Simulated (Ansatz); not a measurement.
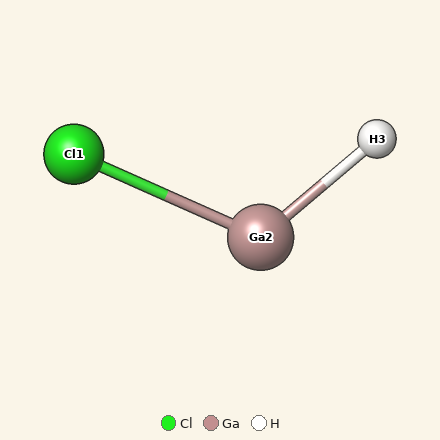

The system is ClGaH, SMILES [Cl][GaH], spin multiplicity 2; the picture shows the reference structure. First axis: bond length Ga2–H3. Second axis: angle H3–Ga2–Cl1. Nothing is relaxed (all other coordinates rigid). The scan uses a 15 × 15 grid. Energies are in kJ/mol, from the lowest grid point. These are results of UKS PBE0-D4/def2-TZVP (Ansatz 0.2.0), not measurements.

Its coordinates:

```xyz
3

Cl    1.5310   -0.1913    0.8059
Ga   -0.3312   -0.5835   -0.2328
H    -1.2107    0.7100   -0.5863
```

Range: bond length Ga2–H3 from 1.315 to 2.405 Å; angle H3–Ga2–Cl1 from 90.5 to 140.5°.

> What landscape does the calculation give?

The lowest grid point is at bond length Ga2–H3 = 1.626 Å, angle H3–Ga2–Cl1 = 115.5°. No other kind of well shows on this grid. The highest grid point, bond length Ga2–H3 = 1.315 Å, angle H3–Ga2–Cl1 = 90.5°, lies 101 kJ/mol above the lowest. Round the minimum the two coordinates are nearly uncoupled.

```
angle H3–Ga2–Cl1 ↓, bond length Ga2–H3 →  1.315  1.393  1.471  1.549  1.626  1.704  1.782  1.860  1.938  2.016  2.094  2.172  2.250  2.327  2.405
                                   140.5     94     55     33     23     21     25     32     41     51     61     71     80     88     94    100
                                   136.9     88     50     28     18     16     20     27     37     47     57     68     77     86     93     99
                                   133.4     83     45     23     13     11     15     23     33     43     54     65     75     84     91     97
                                   129.8     79     41     19      9      7     11     19     29     40     52     63     73     82     90     96
                                   126.2     76     37     16      6      4      8     16     27     38     50     61     72     81     89     96
                                   122.7     74     35     13      3      2      6     14     25     36     48     60     71     80     88     95
                                   119.1     73     34     12      2      0      5     13     24     35     47     59     70     79     88     94
                                   115.5     72     34     12      2      0      4     13     23     35     47     59     70     79     87     94
                                   111.9     73     34     12      2      0      5     13     24     35     47     59     70     79     88     94
                                   108.4     75     36     14      3      2      6     14     25     36     48     60     70     80     88     95
                                   104.8     78     39     16      6      4      8     16     27     38     50     61     72     81     89     95
                                   101.2     82     43     20     10      8     12     20     30     40     52     63     73     82     90     96
                                    97.7     87     47     25     14     12     16     23     33     44     55     66     76     84     91     97
                                    94.1     93     54     31     20     18     21     28     38     48     59     69     78     86     93     99
                                    90.5    101     61     38     27     24     28     34     43     53     63     73     82     89     95    100
```

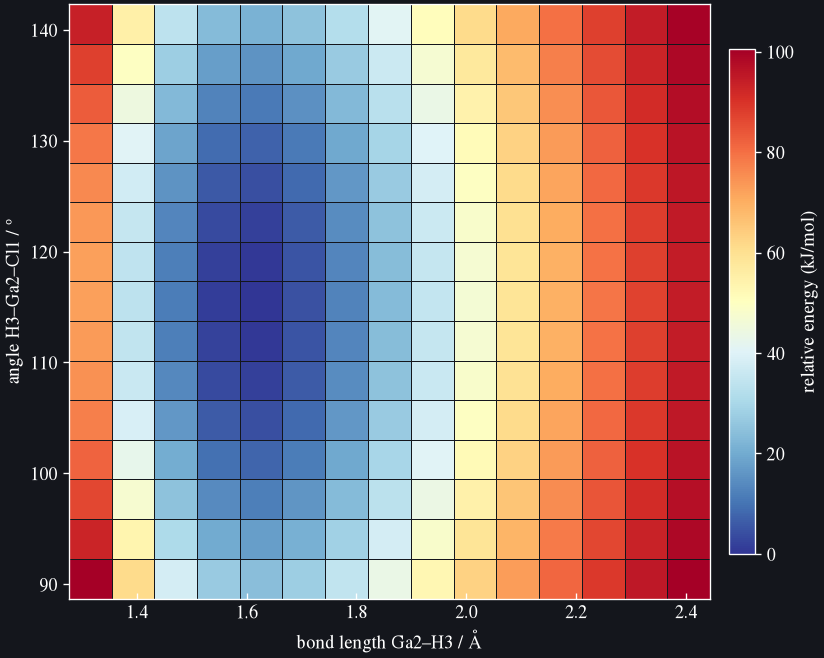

Drawn: one coloured cell a grid point.

Time for the 225 points that were run: 28 min on 1 thread of Arm Neoverse N1 (shared host).
